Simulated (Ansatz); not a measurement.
## CH₄O: geometry relaxation (part 2 of 2)

CH₄O (disordered cell, 36 atoms in the cell); DFT PBE-D3(BJ), scalar-relativistic, plane waves, PAW, no spin polarisation (Ansatz 0.2.0); cutoff 420 eV, 1×1×1 k-mesh, Fermi–Dirac smearing of 0.02 eV. It belongs to a series of runs on one base structure; here: start relaxed.

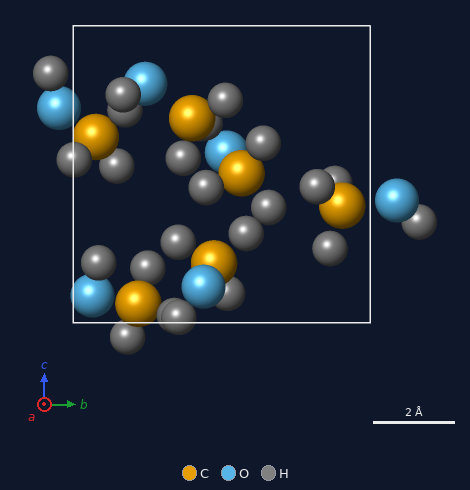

*The geometry at step 6 of the log (spheres-only view of the cell of the calculation, along the a axis).*

```
Free energy (F): -5293.749866 eV
Harris-Foulkes:  -5293.749866 eV  (|F-HF|=2.12e-9)
Internal energy: -5293.749866 eV  (E = F + TS)
E sigma→0 (E₀):  -5293.749866 eV
Fermi energy:    0.122961 eV
--- Per-component energies (eV) ---
  E_band       = -767.242043
  E_kinetic    = 1929.351903
  E_local      = -6729.763406  (includes V_loc(G=0)·N_el)
  E_nonlocal   = 491.665201
  E_hartree    = 2504.758405
  E_xc         = -942.330000
  E_vxc        = -1193.608126  (∫ρ·V_xc dr)
  E_paw        = -1560.190141  (= ΣΔE_a)
  E_vpaw       = -274.386266  (= ΣTr[D̂ρ^β])
  E_aug_tail   = -0.017490  (compensation charges beyond the density's cutoff)
  E_ewald      = -985.967820
  E_disp       = -1.256518  (pairwise vdW)
  E_smearing   = -0.000000  (= −TS)
  E_closure    = -0.000000  (closes the sum)
  Σ components = -5293.749866   (vs F -5293.749866, Δ=0.00e0)
--- Forces (eV/Å), atoms counted from 1 ---
  atom   1  C     -0.03566534    -0.00803579    -0.04303648
  atom   2  O     -0.07132617    -0.10354305    -0.14134136
  atom   3  H     -0.01364011    -0.02105601    -0.05124984
  atom   4  H      0.03875105     0.03207692     0.14121504
  atom   5  H     -0.00167929    -0.03688600     0.07914980
  atom   6  H      0.05004678     0.08214910    -0.03501373
  atom   7  C     -0.01681371    -0.09545321     0.06017468
  atom   8  O      0.11338374    -0.01890059    -0.19835236
  atom   9  H     -0.01844060     0.03576977    -0.03017129
  atom  10  H     -0.05686759     0.04566028     0.10931174
  atom  11  H     -0.01752475     0.04054680    -0.01606812
  atom  12  H      0.00733055     0.02458745     0.08501042
  atom  13  C     -0.00390342    -0.03043018    -0.03469303
  atom  14  O      0.09760270    -0.00986585    -0.01640229
  atom  15  H     -0.00036739     0.00756342     0.01525552
  atom  16  H     -0.01912672     0.03127969    -0.03618067
  atom  17  H     -0.06721331    -0.01100992     0.01698212
[...]
  atom  18  H     -0.03305462     0.01308145     0.02262358
  atom  19  C     -0.01200078     0.00101505     0.10108206
  atom  20  O      0.03080443     0.01612683    -0.05493604
  atom  21  H      0.03414081    -0.02727612     0.03780799
  atom  22  H     -0.01647481     0.00446354    -0.03302216
  atom  23  H      0.00039892     0.01517956    -0.05658459
  atom  24  H     -0.00672900     0.01008497    -0.00101127
  atom  25  C     -0.01605081    -0.00746070    -0.12077669
  atom  26  O      0.12133895     0.03064316     0.19906377
  atom  27  H      0.01855572     0.02803495     0.03851146
  atom  28  H     -0.08850467    -0.00270930    -0.11248737
  atom  29  H      0.01970336    -0.02481917    -0.00940347
  atom  30  H     -0.02229826    -0.02925953     0.01881480
  atom  31  C     -0.05196265    -0.11297669    -0.06235774
  atom  32  O     -0.03782798     0.07009133     0.05035885
  atom  33  H     -0.02038767     0.06537846    -0.01099834
  atom  34  H      0.02927406    -0.00924353     0.03031572
  atom  35  H      0.07560588     0.00915312    -0.02277450
  atom  36  H     -0.00909355    -0.01403019     0.08120321
  max |Σ_I F_I| component: 7.00e-5 eV/Å
--- Relaxed structure (11 steps of the walk, 11 accepted, 0 SCFs on fresh bases) ---
  F+E_penalty+E_count = -5293.74986612 eV   max|allowed force component| = 1.991e-1 eV/Å
  atoms:
    - { symbol: C, position: [0.6209953251438527, 0.4272498492650062, 0.18720178429603462] }
    - { symbol: O, position: [0.7828791952700318, 0.32637340908780815, 0.156837534869798] }
    - { symbol: H, position: [0.6509205594418458, 0.5398480385420861, 0.2800144745511829] }
    - { symbol: H, position: [0.7807801316937739, 0.2827229927235465, 0.029588718865632975] }
    - { symbol: H, position: [0.5677409009135661, 0.4838640748328815, 0.05983724252881924] }
    - { symbol: H, position: [0.5152680129899665, 0.3416853362282835, 0.24962644869292921] }
    - { symbol: C, position: [0.7168830379193817, 0.42589136836123065, 0.6971667411117652] }
    - { symbol: O, position: [0.7668661620815072, 0.259893292918279, 0.7856456213856451] }
    - { symbol: H, position: [0.5715815602185947, 0.4515575608003971, 0.718786041296709] }
    - { symbol: H, position: [0.8183175465939434, 0.1816827536883065, 0.6896039314986214] }
    - { symbol: H, position: [0.7959963181936733, 0.5393560457699338, 0.7521580033533154] }
    - { symbol: H, position: [0.7444938265333144, 0.41683919920045265, 0.5516775528041403] }
    - { symbol: C, position: [0.26321786427459964, 0.585372568185922, 0.501938657415833] }
    - { symbol: O, position: [0.09305495817741913, 0.515937105374545, 0.5613889185319787] }
    - { symbol: H, position: [0.2352631092444947, 0.6730767139239231, 0.38504736092178926] }
    - { symbol: H, position: [0.11611368809300371, 0.421479883078823, 0.6500611747684427] }
    - { symbol: H, position: [0.3307001963251064, 0.6673563033901364, 0.6068858686372669] }
    - { symbol: H, position: [0.3551187254047754, 0.47624244480736483, 0.45761880961556645] }
    - { symbol: C, position: [0.30849455964726397, 0.0682485572093287, 0.6131562247257044] }
    - { symbol: O, position: [0.20249868296879667, -0.037712212130021766, 0.7333714569192605] }
    - { symbol: H, position: [0.2211545404892875, 0.10785808670481681, 0.49886485565579797] }
    - { symbol: H, position: [0.25147525404595544, -0.024695471081660092, 0.8566511288088081] }
    - { symbol: H, position: [0.3612077814218, 0.19152076694816583, 0.6795028560463154] }
    - { symbol: H, position: [0.4274001759594069, -0.007391771111264259, 0.5611695069288339] }
    - { symbol: C, position: [0.1842433708258039, 0.22947251487480186, 0.09010780541413232] }
    - { symbol: O, position: [0.26663841613134087, 0.05259023498022921, 0.08871613626304907] }
    - { symbol: H, position: [0.0783235087128802, 0.2256694370148233, -0.01393199321494312] }
    - { symbol: H, position: [0.35386747856359846, 0.04564176007118892, 0.18751074518998007] }
    - { symbol: H, position: [0.12205006646488059, 0.2615025624791423, 0.22112685249281147] }
    - { symbol: H, position: [0.282422002544269, 0.3361211958235262, 0.05398792404444728] }
    - { symbol: C, position: [0.8423459844663471, 0.9216667437209495, 0.40575954270920567] }
    - { symbol: O, position: [0.8811379520311283, 1.1058261302059917, 0.44937278969777816] }
    - { symbol: H, position: [0.9206217612629237, 0.834180588337021, 0.49719013041585564] }
    - { symbol: H, position: [0.8434430406723963, 1.1818598939562928, 0.34554302246552293] }
    - { symbol: H, position: [0.6964534564373386, 0.890117016644433, 0.42358421149256137] }
    - { symbol: H, position: [0.8809664488417338, 0.8908223251733094, 0.2645971187994104] }
```

### Trajectory as extended XYZ (Å, eV, eV/Å), 3 of the 11 frames kept, from step=1 to step=11
```
36
Lattice="7.3803 0.0000 0.0000 0.0000 7.3803 0.0000 0.0000 0.0000 7.3803" Properties=species:S:1:pos:R:3:forces:R:3 step=1 energy=-5292.14375
C     4.5693    3.7745    1.7384    0.2552  -0.0737  -0.4873
O     5.8544    3.7189    1.1300   -0.0181  -0.1136  -0.0790
H     4.5462    4.6957    2.3197   -0.0718   0.0745   0.1614
H     5.8925    2.9027    0.6072    0.0094   0.0305  -0.0607
H     3.7601    3.8089    0.9989   -0.1685   0.0264  -0.1621
H     4.3930    2.9305    2.4163    0.0378  -0.0537  -0.1717
C     5.2043    2.8612    4.7199    0.0823   0.0382   0.1129
O     4.9492    1.6733    5.4605    0.2411  -0.1050   0.3778
H     4.2437    3.1836    4.3195    0.1559   0.0155   0.2182
H     5.7960    1.3715    5.8251    0.0121  -0.1792  -0.0982
H     5.6072    3.6648    5.3482    0.1068   0.1846   0.0821
H     5.8909    2.6896    3.8820    0.1792   0.0830   0.0792
C     2.2085    4.0709    3.6914   -0.6545  -0.0004  -0.0142
O     0.8652    3.7152    3.9978    0.0451  -0.0258   0.1030
H     2.1553    4.7876    2.8725    0.0228   0.1917  -0.1575
H     0.8937    3.0760    4.7269    0.0020   0.0147  -0.0193
H     2.7163    4.5473    4.5387    0.1062   0.0592   0.1269
H     2.8022    3.2095    3.3623   -0.2597  -0.1296   0.0050
C     2.1457    0.5313    4.9589   -0.0366   0.0282   0.1937
O     1.4662   -0.6283    5.4260   -0.0894  -0.0349  -0.1889
H     1.3781    1.1984    4.5680   -0.2142  -0.0036  -0.3074
H     2.1362   -1.2347    5.7785   -0.0911   0.1440   0.1816
H     2.6825    1.0507    5.7620    0.1372  -0.1634  -0.1202
H     2.8523    0.3026    4.1519    0.1314  -0.0548  -0.1977
C     1.2372    1.6611    0.3428   -0.0936   0.0255   0.3381
O     2.0857    0.5560    0.6318    0.1619  -0.0032   0.1655
H     0.5757    1.3365   -0.4597   -0.1357  -0.1352  -0.1992
H     2.6829    0.8280    1.3461   -0.0906  -0.0102   0.0621
H     0.6236    1.9509    1.2043    0.0140  -0.0156   0.1248
H     1.7989    2.5377   -0.0020    0.1505   0.1960  -0.1093
C     6.3268    6.6541    2.8867    0.1252  -0.1753  -0.0620
O     6.7393    8.0130    2.7980   -0.1360   0.2800  -0.0358
H     7.2333    6.0690    3.0382    0.0471  -0.1691   0.0660
H     5.9426    8.5496    2.6626    0.0982  -0.0050   0.0486
H     5.6531    6.4783    3.7341   -0.0831   0.0200   0.2086
H     5.8377    6.3070    1.9684    0.0206   0.0385  -0.1848
36
Lattice="7.3803 0.0000 0.0000 0.0000 7.3803 0.0000 0.0000 0.0000 7.3803" Properties=species:S:1:pos:R:3:forces:R:3 step=6 energy=-5293.22013
C     4.5464    3.5023    1.4781    0.1368   0.0258  -0.0799
O     5.8218    3.2407    0.8997   -0.3549  -0.2357   0.0582
H     4.6764    4.3018    2.2205   -0.0456  -0.0599  -0.0318
H     5.6617    2.6292    0.1383    0.0963   0.0512   0.0280
H     3.7948    3.8379    0.7342    0.1425  -0.0608   0.0943
H     4.1371    2.6130    2.0031    0.0121   0.1021  -0.0539
C     5.3642    2.9586    5.0850   -0.0516   0.1914  -0.1813
O     5.3638    1.7964    5.9412    0.5891  -0.1683  -0.2142
H     4.3180    3.2835    4.9733    0.1247  -0.0307   0.0313
H     6.1331    1.2447    5.6682   -0.4565   0.1845   0.0835
H     5.9502    3.7848    5.5289   -0.1228  -0.1265  -0.0582
H     5.7848    2.7388    4.0899   -0.1064  -0.0173   0.3034
C     2.0206    4.1875    3.7177   -0.0125   0.0712   0.0126
O     0.7479    3.8188    4.2339    0.0634  -0.0103   0.0057
H     1.8443    4.8602    2.8676    0.0000  -0.0308   0.0281
H     0.8990    3.1769    4.9451    0.0006   0.0083   0.0011
H     2.6307    4.7260    4.4645   -0.0440   0.0016  -0.0281
H     2.5820    3.3088    3.3626   -0.0003   0.0079  -0.0147
C     2.1794    0.5658    4.6188   -0.1206  -0.1493  -0.0580
O     1.3424   -0.3489    5.3391    0.3996   0.0452   0.3369
H     1.5254    1.0879    3.8966    0.1365  -0.1162   0.1674
H     1.7864   -0.5548    6.1971   -0.2084   0.2511  -0.4516
H     2.6694    1.2907    5.2935   -0.0197  -0.0942  -0.1359
H     2.9753    0.0295    4.0506   -0.1275   0.1233   0.1792
C     1.3197    1.6233    0.4775   -0.0897   0.0930  -0.0515
O     2.1605    0.4831    0.6798    0.0836  -0.0255   0.0396
H     0.6488    1.3549   -0.3484    0.0103   0.0578   0.0634
H     2.6710    0.6365    1.4923   -0.0529  -0.1022  -0.0750
H     0.7145    1.8586    1.3622    0.0273  -0.0056  -0.0133
H     1.8998    2.5166    0.1833    0.0102  -0.0304   0.0327
C     6.2726    6.6863    2.9148   -0.0478  -0.2882   0.0115
O     6.7027    8.0484    3.0412   -0.7936   0.3778  -0.4514
H     7.0559    6.0653    3.3843   -0.2638   0.1152  -0.1254
H     6.0787    8.6011    2.5057    0.6961  -0.3311   0.3804
H     5.3144    6.5042    3.4644    0.3302   0.0754  -0.2526
H     6.1523    6.3846    1.8475    0.0603   0.0993   0.4193
36
Lattice="7.3803 0.0000 0.0000 0.0000 7.3803 0.0000 0.0000 0.0000 7.3803" Properties=species:S:1:pos:R:3:forces:R:3 step=11 energy=-5293.74987
C     4.5831    3.1532    1.3816   -0.0357  -0.0080  -0.0430
O     5.7779    2.4087    1.1575   -0.0713  -0.1035  -0.1413
H     4.8040    3.9843    2.0666   -0.0136  -0.0211  -0.0512
H     5.7624    2.0866    0.2184    0.0388   0.0321   0.1412
H     4.1901    3.5711    0.4416   -0.0017  -0.0369   0.0791
H     3.8028    2.5217    1.8423    0.0500   0.0821  -0.0350
C     5.2908    3.1432    5.1453   -0.0168  -0.0955   0.0602
O     5.6597    1.9181    5.7983    0.1134  -0.0189  -0.1984
H     4.2185    3.3326    5.3049   -0.0184   0.0358  -0.0302
H     6.0394    1.3409    5.0895   -0.0569   0.0457   0.1093
H     5.8747    3.9806    5.5512   -0.0175   0.0405  -0.0161
H     5.4946    3.0764    4.0716    0.0073   0.0246   0.0850
C     1.9426    4.3202    3.7045   -0.0039  -0.0304  -0.0347
O     0.6868    3.8078    4.1432    0.0976  -0.0099  -0.0164
H     1.7363    4.9675    2.8418   -0.0004   0.0076   0.0153
H     0.8570    3.1107    4.7977   -0.0191   0.0313  -0.0362
H     2.4407    4.9253    4.4790   -0.0672  -0.0110   0.0170
H     2.6209    3.5148    3.3774   -0.0331   0.0131   0.0226
C     2.2768    0.5037    4.5253   -0.0120   0.0010   0.1011
O     1.4945   -0.2783    5.4125    0.0308   0.0161  -0.0549
H     1.6322    0.7960    3.6818    0.0341  -0.0273   0.0378
H     1.8560   -0.1823    6.3224   -0.0165   0.0045  -0.0330
H     2.6658    1.4135    5.0150    0.0004   0.0152  -0.0566
H     3.1544   -0.0546    4.1416   -0.0067   0.0101  -0.0010
C     1.3598    1.6936    0.6650   -0.0161  -0.0075  -0.1208
O     1.9679    0.3881    0.6548    0.1213   0.0306   0.1991
H     0.5781    1.6655   -0.1028    0.0186   0.0280   0.0385
H     2.6117    0.3369    1.3839   -0.0885  -0.0027  -0.1125
H     0.9008    1.9300    1.6320    0.0197  -0.0248  -0.0094
H     2.0844    2.4807    0.3984   -0.0223  -0.0293   0.0188
C     6.2168    6.8022    2.9946   -0.0520  -0.1130  -0.0624
O     6.5031    8.1614    3.3165   -0.0378   0.0701   0.0504
H     6.7945    6.1565    3.6694   -0.0204   0.0654  -0.0110
H     6.2249    8.7225    2.5502    0.0293  -0.0092   0.0303
H     5.1401    6.5694    3.1262    0.0756   0.0092  -0.0228
H     6.5018    6.5746    1.9528   -0.0091  -0.0140   0.0812
```

### Key numbers

- outcome: converged
- electrons treated: 84
- free energy: −5293.7499 eV
- Fermi energy: 0.123 eV
- final volume: 402.00 Å³
- largest force (length of the vector) at the end: 0.235 eV/Å
- hardware: 1 thread of Intel Xeon @ 2.50GHz (Skylake/Cascade Lake), 16 GiB of memory available, shared host
- wall time: 31 s
- peak memory: 0.47 GiB

### Notes

The input asks for low accuracy. The k-point mesh is coarse for a cell of this size, so the results may not be converged.
